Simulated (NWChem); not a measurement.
# CH4Ga (SMILES [CH3][GaH]): USVWN5/6-31G(d,p) (spherical functions)

What is the electronic atomisation energy of CH4Ga at USVWN5/6-31G** (spherical functions)? 

The calculation is run with NWChem 7.3.0.

4 further runs of the same task are left out: 2 that didn't finish, 2 set aside as unsound or not needed.

### 1 The structure to begin with

CH4Ga: 6 atoms, total charge 0, spin state doublet. SMILES: `[CH3][GaH]`. The shape is that of a PBE0-D4/def2-TZVP optimisation.

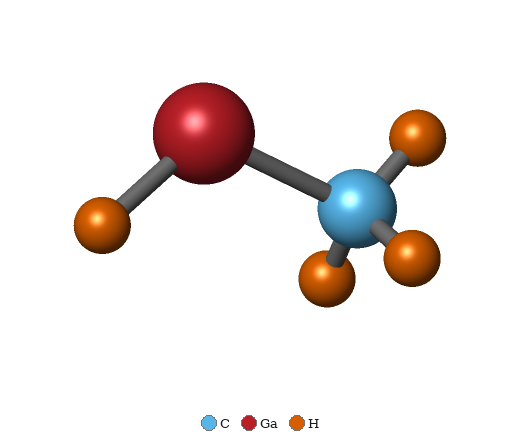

Viewed from a chosen angle; carbon blue, gallium red, hydrogen orange.

### 2 A single-point energy at USVWN5/6-31G(d,p) (spherical functions) (run 1)

Input file run.nw:

```
start run
memory total 2200 mb
geometry noautosym nocenter noautoz
 C     -0.029300    -0.418300    -0.518000
 Ga     0.685700     0.372600     1.162100
 H      0.574700    -1.243100    -0.892900
 H     -1.046400    -0.775600    -0.328700
 H     -0.085700     0.364700    -1.280300
 H     -0.056900     1.635600     1.811600
end
basis "ao basis" spherical bse
 * library 6-31G**
end
dft
 xc slater vwn_5
 mult 2
 grid fine
 convergence energy 1e-08
 iterations 100
 mulliken
 noprint "final vectors analysis"
end
task dft
```

Command:

```
$ nwchem run.nw > run.out
```

Standard output:

```text
[...]
          Wavefunction type:  spin polarized.
          No. of atoms     :     6
          No. of electrons :    41
[...]
          Charge           :     0
          Spin multiplicity:     2
[...]
          AO basis - number of functions:    66
[...]
              XC Information
              --------------
                        Slater Exchange Functional  1.000 local
                      VWN V Correlation Functional  1.000 local
[...]
 d= 0,ls=0.0,diis     1  -1961.5736348516 -2.05D+03  9.37D-03  8.03D-02     1.1
[...]
 d= 0,ls=0.0,diis    10  -1961.6112829982 -9.91D-09  5.61D-07  4.10D-10     7.1
[...]
         Total DFT energy =    -1961.611282998159
      One electron energy =    -2914.928072111382
           Coulomb energy =      941.851855058567
    Exchange-Corr. energy =      -78.406074304831
 Nuclear repulsion energy =       89.871008359487
[...]
      Total Density - Mulliken Population Analysis
     ---------------------------------------------
    Atom       Charge   Shell Charges
 -----------   ------   -------------------------------------------------------
    1 C    6     6.48   1.99  0.66  2.11  0.60  1.10  0.02
    2 Ga  31    31.06   2.00  2.00  6.00  2.00  5.99  1.46  1.26  0.12  0.17  6.77  2.93  0.37
    3 H    1     0.84   0.49  0.33  0.01
    4 H    1     0.84   0.49  0.34  0.01
    5 H    1     0.84   0.49  0.34  0.01
    6 H    1     0.95   0.44  0.51  0.00
[...]
      <S2> =      0.7507 (Exact =     0.7500)
[...]
```

Wall time 7.8 s (1 thread of AMD EPYC 9R14 (Zen 4), shared host); peak memory 0.12 GiB.

### 3 The C atom at the same level (run 2)

Input file c.nw:

```
start c
memory total 2200 mb

geometry noautosym nocenter noautoz
  C      0.000000     0.000000     0.000000
end

basis spherical bse
  C library 6-31G**
end

dft
  xc slater vwn_5
  mult 3
  grid fine
  convergence energy 1e-08
  maxiter 100
  mulliken
  print low
end

task dft energy
```

Command:

```
$ nwchem c.nw > c.out
```

Standard output:

```text
[...]
 d= 0,ls=0.0,diis     1    -37.4225634840 -3.74D+01  6.89D-02  6.07D-02     0.1
[...]
 d= 0,ls=0.5,diis    10    -37.4501754840 -2.31D-09  1.77D-06  6.18D-10     0.2
[...]
         Total DFT energy =      -37.450175484423
      One electron energy =      -50.469168486328
           Coulomb energy =       17.863106214786
    Exchange-Corr. energy =       -4.844113212880
 Nuclear repulsion energy =        0.000000000000
[...]
      Total Density - Mulliken Population Analysis
     ---------------------------------------------
    Atom       Charge   Shell Charges
 -----------   ------   -------------------------------------------------------
    1 C    6     6.00   2.00  0.85  1.22  1.15  0.78  0.00
     --------------------------------------------
      Spin Density - Mulliken Population Analysis
     --------------------------------------------
    Atom       Charge   Shell Charges
 -----------   ------   -------------------------------------------------------
    1 C    6     2.00   0.00  0.05  1.22 -0.05  0.78 -0.00
[...]
      <S2> =      2.0014 (Exact =     2.0000)
[...]
```

Wall time 0.72 s (1 thread of AMD EPYC 9R14 (Zen 4), shared host); peak memory 0.1 GiB.

Run 3 isn't shown in full; the table further down has it.

### 4 The H atom at the same level (run 4)

Input file m1.nw:

```
echo
start m1
title "H"
memory total 2200 mb
charge 0

geometry noautosym nocenter noautoz
 H      0.000000     0.000000     0.000000
end

basis spherical bse
 * library 6-31G**
end

dft
 xc slater vwn_5
 mult 2
 grid fine
 convergence energy 1e-08
 iterations 100
 mulliken
 print low
end

task dft
```

Run the same way, it converges to -0.47604 Eh (log not shown).

### 5 The series

```
run  partner   energy (Eh)   ⟨S²⟩  wall time
  1     base  -1961.611283  0.751      7.8 s
  2    atoms    -37.450175  2.001     0.72 s
  3    atoms  -1921.506982  0.751      4.2 s
  4    atoms     -0.476044  0.750     0.62 s
```

### 6 Summary of results

At USVWN5/6-31G** (spherical functions):

```
                     quantity        value
         H atom: total energy  -0.47604 Eh
                 H atom: ⟨S²⟩        0.750
electronic atomisation energy    20.407 eV
```

In words: Taking the molecule apart into free atoms costs 20.41 eV (1969 kJ/mol), before zero-point energy and without spin-orbit coupling. All runs together took 13 s, the longest 7.8 s.
